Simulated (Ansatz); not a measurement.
**SnH2 (SMILES [H][Sn][H]): CCSD/STO-3G**

What is the vertical singlet–triplet gap of SnH2 at CCSD/STO-3G? 

Program for the calculation: Ansatz 0.2.0.

32 further runs of the same task are left out: 2 that didn't finish, 30 set aside as unsound or not needed.

**1. The system as given**

SnH2: 3 atoms, total charge 0, spin state singlet. As SMILES, `[H][Sn][H]`. Geometry: a GFN2-xTB relaxation, a rough one for these elements and not checked as a minimum.

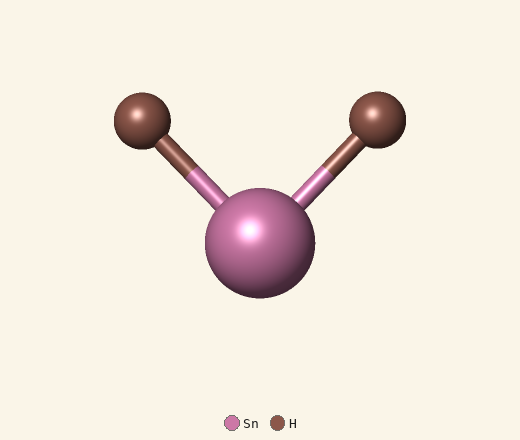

The structure, seen from a chosen angle (tin pink, hydrogen brown).

**2. The energy at CCSD/STO-3G**

job.yaml

```yaml
crystal:
  periodic: [false, false, false]
  atoms:
    - symbol: Sn
      position_ang: [0.005160, -0.008860, -0.870070]
    - symbol: H
      position_ang: [1.236480, -0.017770, 0.442810]
    - symbol: H
      position_ang: [-1.241640, 0.026630, 0.427260]
basis:
  gaussian:
    orbitals: STO-3G
correlation:
  method: ccsd
  frozen_orbitals: {H: 0, Sn: 18}
accuracy: high
scf:
  omitted_lower_state_checks: [cluster_reference, increment]
```

On the command line:

```bash
$ ansatz run job.yaml --threads 1 --pin off --max-ram 2610MiB --events-out events.jsonl --progress --plain --runs-dir runs
```

Standard output (excerpt; [...] marks lines left out):

```text
Warning: RAYON_NUM_THREADS=1 ignored (pool sized by the plan → 1); use --threads N
Functional definition: HF
  name "HF"
[...]
494 factors; integrals over basis functions are off by at most 5.0e-9 eV
[...]
mean field -162298.84808746 eV, -5964.3726571037 hartree, gradient 5.6e-9 eV, S^2 0.000000; 0 other end points of the search recorded, 0 dependent functions left out; unrestricted orbitals would lower it
18 core orbitals not correlated: weight in the atoms' cores, before any rotation towards them, 1.000 or more for the frozen orbitals, at most 0.000 for the correlated occupied ones
reference -162298.84808746 eV, -5964.3726571037 hartree; 8, 8 occupied and 3, 3 virtual orbitals, 494 factors
second order -0.90127724 eV of doubles, -0.00000000 eV of singles
cycle   1  -1.22059513 eV  change   -3.2e-1 eV  update   6.4e-2
[...]
cycle  17  -1.45082813 eV  change   1.4e-10 eV  update   1.3e-9
Total energy: -162300.29891559 eV, -5964.4259740543 hartree
Checks for a lower state left out: cluster_reference, increment
```

Wall time 0.5 s (1 thread of Arm Neoverse V1, shared host).

**3. The triplet**

run.yaml

```yaml
crystal:
  periodic: [false, false, false]
  atoms:
    - symbol: Sn
      position_ang: [0.005160, -0.008860, -0.870070]
    - symbol: H
      position_ang: [1.236480, -0.017770, 0.442810]
    - symbol: H
      position_ang: [-1.241640, 0.026630, 0.427260]
basis:
  gaussian:
    orbitals: STO-3G
magnetization:
  spin_polarized: true
  initial_magnetization: 2
correlation:
  method: ccsd
  frozen_orbitals: {H: 0, Sn: 18}
accuracy: high
scf:
  omitted_lower_state_checks: [cluster_reference, increment]
```

On the command line:

```bash
$ ansatz run run.yaml --threads 1 --pin off --max-ram 2610MiB --events-out events.jsonl --progress --plain --runs-dir runs
```

Standard output (excerpt; [...] marks lines left out):

```text
Warning: RAYON_NUM_THREADS=1 ignored (pool sized by the plan → 1); use --threads N
Functional definition: HF
  name "HF"
[...]
494 factors; integrals over basis functions are off by at most 5.0e-9 eV
[...]
mean field -162298.15645260 eV, -5964.3472399915 hartree, gradient 3.2e-8 eV, S^2 2.014809; 0 other end points of the search recorded, 0 dependent functions left out
18 core orbitals not correlated: weight in the atoms' cores, before any rotation towards them, 1.000 or more for the frozen orbitals, at most 0.000 for the correlated occupied ones
reference -162298.15645260 eV, -5964.3472399915 hartree; 9, 7 occupied and 2, 4 virtual orbitals, 494 factors
second order -0.69271318 eV of doubles, -0.00000000 eV of singles
cycle   1  -0.96179106 eV  change   -2.7e-1 eV  update   5.4e-2
[...]
cycle  19  -1.16725267 eV  change   8.5e-10 eV  update  6.9e-10
Total energy: -162299.32370527 eV, -5964.3901357358 hartree
Checks for a lower state left out: cluster_reference, increment
```

Run time: 0.6 s. Hardware: 1 thread of Arm Neoverse V1, shared host.

**4. Summary of results**

Level: CCSD/STO-3G, 18 core orbitals frozen.

| quantity | value |
| --- | --- |
| singlet: total energy | -5964.42597 Eh |
| singlet: correlation energy (18 core orbitals frozen) | -53.3 mEh |
| singlet: T1 diagnostic | 0.007 |
| triplet: total energy | -5964.39014 Eh |
| triplet: correlation energy (18 core orbitals frozen) | -42.9 mEh |
| triplet: ⟨S²⟩ of the reference determinant | 2.015 |
| triplet: T1 diagnostic | 0.007 |
| vertical energy of the triplet above the singlet | 0.975 eV |

**Reading.** At this shape the triplet lies 0.98 eV (94.1 kJ/mol) above the singlet. In a minimal basis such a difference can be off by several eV, whatever the method. The restricted solution (singlet) is unstable to spin breaking: an unrestricted one lies lower. Relativity is left out (singlet) although the molecule holds a heavy atom. Relativity is left out (triplet) although the molecule holds a heavy atom.
